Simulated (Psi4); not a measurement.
# BHO2 (oxoborinic acid): CCSD(T)/def2-TZVPP

Aim: the energy change on altering one bond length of BHO2 (oxoborinic acid) at CCSD(T)/def2-TZVPP, from 2 runs. 

The calculation is run with Psi4 1.11.

1 further run of the same task is left out (set aside as unsound or not needed).

## (1) The molecule

The species is BHO2 (4 atoms), meant as a singlet with charge 0. SMILES: `O=BO`. Geometry: relaxed at PBE0-D4/def2-TZVP.

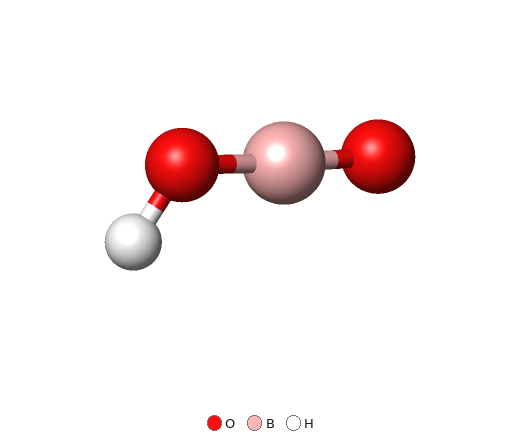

Viewed from a chosen angle; oxygen red, boron pink, hydrogen white.

## (2) A single-point energy at CCSD(T)/def2-TZVPP

job.json

```json
{
 "schema_name": "qcschema_input",
 "schema_version": 1,
 "molecule": {
  "schema_name": "qcschema_molecule",
  "schema_version": 2,
  "symbols": ["O", "B", "O", "H"],
  "geometry": [-2.9387131, 0.98927163, 0.80974764, -0.8010549, 0.24944385, 0.46978591, 1.54333933, -0.57069729, 0.20522426, 2.19642867, -0.66801819, -1.48475782],
  "molecular_charge": 0,
  "molecular_multiplicity": 1,
  "fix_symmetry": "c1"
 },
 "driver": "energy",
 "model": {
  "method": "ccsd(t)",
  "basis": "def2-TZVPP"
 },
 "keywords": {
  "puream": true,
  "e_convergence": 1e-09,
  "d_convergence": 1e-08,
  "scf_type": "pk",
  "num_frozen_docc": 3
 }
}
```

On the command line:

```sh
$ psi4 --qcschema job.json -n 1 --memory 1600MB
```

stdout:

```text
[...]
  Running in c1 symmetry.
[...]
  Nuclear repulsion =   54.005576512366055
[...]
  Multiplicity = 1
[...]
  Nalpha       = 11
  Nbeta        = 11
[...]
    Number of basis functions: 107
[...]
   @RHF iter   1:  -175.00010630914858   -1.04047e+00   6.17760e-03 ADIIS/DIIS
[...]
   @RHF iter  12:  -175.16092933257823   -6.96332e-12   4.16704e-09 DIIS
[...]
    Orbital Energies [Eh]
    ---------------------
    Doubly Occupied:
       1A    -20.640047     2A    -20.536516     3A     -7.670205
       4A     -1.439953     5A     -1.310195     6A     -0.821938
       7A     -0.662157     8A     -0.625173     9A     -0.608433
      10A     -0.497671    11A     -0.491757
[...]
  @RHF Final Energy:  -175.16092933257823
   => Energetics <=
    Nuclear Repulsion Energy =             54.0055765123660549
    One-Electron Energy =                -347.7249224356492618
    Two-Electron Energy =                 118.5584165907049510
    Total Energy =                       -175.1609293325782346
[...]
 Multipole Moments:
 ------------------------------------------------------------------------------------
     Multipole            Electronic (a.u.)      Nuclear  (a.u.)        Total (a.u.)
 ------------------------------------------------------------------------------------
 L = 1.  Multiply by 2.5417464519 to convert [e a0] to [Debye]
 Dipole X            :         -0.1252687            1.4880401            1.3627714
 Dipole Y            :          0.0350774           -0.4555203           -0.4204429
 Dipole Z            :          0.1217372           -0.9694934           -0.8477562
 Magnitude           :                                                    1.6590988
[...]
      * MP2 total energy                      = -175.718685428650389
[...]
      * CCSD total energy                     = -175.719124253535256
[...]
      * CCSD(T) total energy                  = -175.741390493950632
[...]
```

The result, in JSON:

```text
{
 "driver": "energy",
 "model": {
  "method": "ccsd(t)",
  "basis": "def2-TZVPP"
 },
 "success": true,
 "return_result": -175.74139049395063,
 "properties": {
  "calcinfo_nbasis": 107,
  "calcinfo_nmo": 107,
  "calcinfo_nalpha": 11,
  "calcinfo_nbeta": 11,
  "calcinfo_natom": 4,
  "nuclear_repulsion_energy": 54.005576512366055,
  "return_energy": -175.74139049395063,
  "scf_one_electron_energy": -347.72492243564926,
  "scf_two_electron_energy": 118.55841659070495,
  "scf_dipole_moment": [1.3627714062760492, -0.4204429123383687, -0.8477561860775584],
  "scf_total_energy": -175.16092933257823,
  "scf_iterations": 12,
  "mp2_same_spin_correlation_energy": -0.14487280438356154,
  "mp2_opposite_spin_correlation_energy": -0.4128832916888776,
  "mp2_singles_energy": -2.0440434336026445e-25,
  "mp2_doubles_energy": -0.5577560960724391,
  "mp2_correlation_energy": -0.5577560960724391,
  "mp2_total_energy": -175.7186854286504,
  "ccsd_same_spin_correlation_energy": -0.12627971977449742,
  "ccsd_opposite_spin_correlation_energy": -0.4319152011828172,
  "ccsd_singles_energy": 0.0,
  "ccsd_doubles_energy": -0.5581949209573146,
  "ccsd_correlation_energy": -0.5581949209573148,
  "ccsd_total_energy": -175.71912425353526,
  "ccsd_iterations": 14,
  "ccsd_prt_pr_correlation_energy": -0.5804611613726851,
  "ccsd_prt_pr_total_energy": -175.74139049395063
 }
}
```

Run time: 57 s. Hardware: 1 thread of Intel Xeon Platinum 8259CL at 2.50GHz (Skylake/Cascade Lake), shared host; peak memory 1.5 GiB.

## (3) The distorted shape at the same level

input.in

```
memory 1.6 GB

molecule {
  0 1
  O     -1.831563     0.564697     1.143896
  B     -0.700363     0.173197     0.963996
  O      0.540237    -0.260803     0.823996
  H      1.162300    -0.353500    -0.785700
  symmetry c1
}

set basis def2-TZVPP
set puream true
set e_convergence 1e-09
set d_convergence 1e-08
set scf_type pk
set num_frozen_docc 3

energy("ccsd(t)")
print_variables()
```

On the command line:

```sh
$ psi4 -n 1 input.in input.out
```

input.out:

```text
[...]
  Running in c1 symmetry.
[...]
  Nuclear repulsion =   51.493115201107990
[...]
  Multiplicity = 1
[...]
  Nalpha       = 11
  Nbeta        = 11
[...]
    Number of basis functions: 107
[...]
   @RHF iter   1:  -174.76220943974894   -1.18532e+00   6.61777e-03 DIIS/ADIIS
[...]
   @RHF iter  12:  -174.98429645717039   -4.09273e-11   9.76122e-09 DIIS
[...]
    Orbital Energies [Eh]
    ---------------------
    Doubly Occupied:
       1A    -20.642920     2A    -20.521289     3A     -7.646417
       4A     -1.352878     5A     -1.295233     6A     -0.682398
       7A     -0.594055     8A     -0.593051     9A     -0.572607
      10A     -0.474978    11A     -0.469529
[...]
  @RHF Final Energy:  -174.98429645717039
   => Energetics <=
    Nuclear Repulsion Energy =             51.4931152011079902
    One-Electron Energy =                -343.2641130353911194
    Two-Electron Energy =                 116.7867013771127631
    Total Energy =                       -174.9842964571703874
[...]
 Multipole Moments:
 ------------------------------------------------------------------------------------
     Multipole            Electronic (a.u.)      Nuclear  (a.u.)        Total (a.u.)
 ------------------------------------------------------------------------------------
 L = 1.  Multiply by 2.5417464519 to convert [e a0] to [Debye]
 Dipole X            :         -0.0718777            1.7472574            1.6753796
 Dipole Y            :          0.0087821           -0.4941475           -0.4853654
 Dipole Z            :          0.2095898           -1.6402630           -1.4306732
 Magnitude           :                                                    2.2559482
[...]
      * MP2 total energy                      = -175.570657464870436
[...]
      * CCSD total energy                     = -175.570666674952861
[...]
      * CCSD(T) total energy                  = -175.599544355207712
[...]
```

Wall time 73 s (1 thread of Intel Xeon Platinum 8259CL at 2.50GHz (Skylake/Cascade Lake), shared host); peak memory 1.5 GiB.

## (4) What came out

At CCSD(T)/def2-TZVPP, 3 core orbitals frozen:

| quantity | value |
| --- | --- |
| first shape: total energy | -175.74139 Eh |
| first shape: HOMO energy (Hartree–Fock orbitals) | -13.38 eV |
| first shape: LUMO energy (Hartree–Fock orbitals) | 2.02 eV |
| first shape: HOMO–LUMO gap (Hartree–Fock orbitals) | 15.40 eV |
| first shape: correlation energy (3 core orbitals frozen) | -580.5 mEh |
| first shape: (T) correction | -22.27 mEh |
| first shape: T1 diagnostic | 0.016 |
| distorted shape: total energy | -175.59954 Eh |
| distorted shape: HOMO energy (Hartree–Fock orbitals) | -12.78 eV |
| distorted shape: LUMO energy (Hartree–Fock orbitals) | -2.02 eV |
| distorted shape: HOMO–LUMO gap (Hartree–Fock orbitals) | 10.75 eV |
| distorted shape: correlation energy (3 core orbitals frozen) | -615.2 mEh |
| distorted shape: (T) correction | -28.88 mEh |
| distorted shape: T1 diagnostic | 0.026 |
| energy change with the O3–H4 bond stretched from 0.960 to 1.728 Å | 3.860 eV |

In words: With the O3–H4 bond stretched from 0.960 to 1.728 Å the energy rises by 3.86 eV (89 kcal/mol). The first shape isn't relaxed at this level, so the change isn't measured from a minimum. The triples (first shape) make up 3.8 % of the correlation energy. The T1 diagnostic (distorted shape) of 0.026 is above the customary mark for such species, so a single reference may not serve. The triples (distorted shape) make up 4.7 % of the correlation energy.
